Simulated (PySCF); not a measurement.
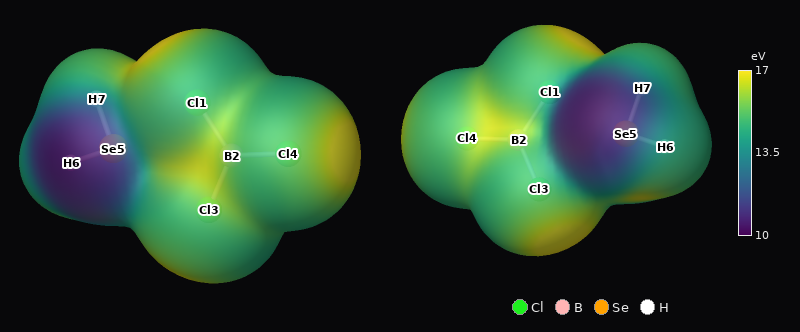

Figure 1: BCl3H2Se, SMILES `ClB(Cl)Cl.[SeH2]`. Average local ionisation energy on the surface of electron density 0.001 a.u. (back view left, front view right).

Method: HF/def2-TZVP; geometry: GFN2-xTB; program: PySCF. The pair's geometry is semi-empirical, so its contact may be too short or too long. GFN2-xTB bond lengths at metals and heavier atoms can be off by up to 0.1 Å and shapes distorted, which carries into these values.

The calculation's input:

```python
import numpy as np
from pyscf import gto, scf, dft
from pyscf.scf import atom_ks, atom_hf
from scipy.linalg import block_diag

def solve(mol, dm0=None, hcore=None):
    mf = scf.UHF(mol) if mol.spin else scf.RHF(mol)
    mf = mf.density_fit(auxbasis='def2-universal-jkfit')
    mf.conv_tol, mf.max_cycle = 1e-8, 80
    if hcore is not None:
        mf.get_hcore = lambda *args: hcore
    mf.kernel(dm0)
    if not mf.converged:
        mf = mf.newton().run(mf.mo_coeff, mf.mo_occ, max_cycle=30)
    assert mf.converged, 'SCF not converged'
    return mf

mol = gto.M(atom='''
Cl    -0.48438     1.41971    -0.05768
B     -1.45483    -0.00550    -0.01581
Cl    -0.70046    -1.55009    -0.04881
Cl    -3.16831     0.12801     0.05962
Se     2.20696    -0.02250     0.02302
H      3.56734    -0.50475     0.07119
H      2.67372     1.33748     0.02187
''', basis='def2-tzvp', charge=0, spin=0, verbose=4)
mf = solve(mol)
mf.analyze()
# spherically averaged free atoms, for the promolecule
atm = scf.atom_hf.get_atm_nrhf(mol)
pro = block_diag(*[(atm[a[0]][2] * atm[a[0]][3]) @ atm[a[0]][2].T for a in mol._atom])
np.savez('result.npz', e=mf.e_tot, c=mf.mo_coeff, occ=mf.mo_occ, eps=mf.mo_energy, pro=pro, dip=mf.dip_moment(verbose=0), s2=mf.spin_square()[0])
```

Command:

```sh
OMP_NUM_THREADS=1 python input.py
```

The run took 6.2 s on 1 thread of Intel(R) Xeon(R) Platinum 8259CL CPU @ 2.50GHz (Skylake/Cascade Lake), on a shared host, peak memory 0.41 GiB.

Partitions, critical points and surface values were worked out afterwards from this run's density.

Question: Where are the most loosely bound electrons on this surface?

Answer: The lowest value is 10.2 eV, 2.4 Å from Se5, and at like points elsewhere. Further minima include 14.4 eV, 2.1 Å from Cl3. For comparison, the highest occupied orbital lies at −9.6 eV.
